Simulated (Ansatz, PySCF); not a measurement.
HF (SMILES F) and H2S (SMILES S) are pulled apart as rigid monomers along the line of their centres of mass, from the B3LYP-D3(BJ)/def2-TZVP minimum. Starting geometry (charge 0, multiplicity 1):
```xyz
5

F      0.004    -0.141    -0.343
H      0.128    -0.354     0.563
S      0.301    -0.703     2.771
H     -1.009    -0.499     2.990
H      0.610     0.578     3.035
```

Interaction energies with rigid monomers; basis-set methods are counterpoise corrected unless marked otherwise.

Rows in 6-31G* carry no dispersion term and start afresh at each structure (6-31G* with six Cartesian d functions). MP2/6-31G* freezes PySCF's default core.

Run with Ansatz (Gaussian orbitals); PySCF for 6-31G* rows, the dispersion terms. Values without a source in brackets are computed.

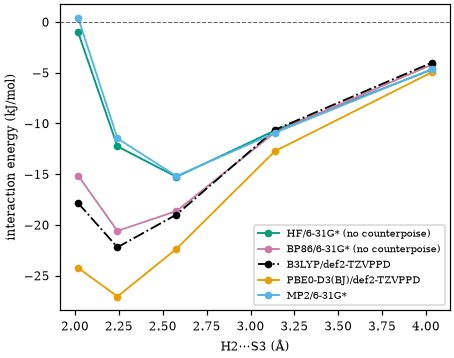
Figure: Interaction energy against separation

Problem. Which level binds most strongly at H2···S3 = 2.24, and by how much?

Solution. PBE0-D3(BJ)/def2-TZVPPD, -27 kJ/mol.

Ansatz is a first-principles code.
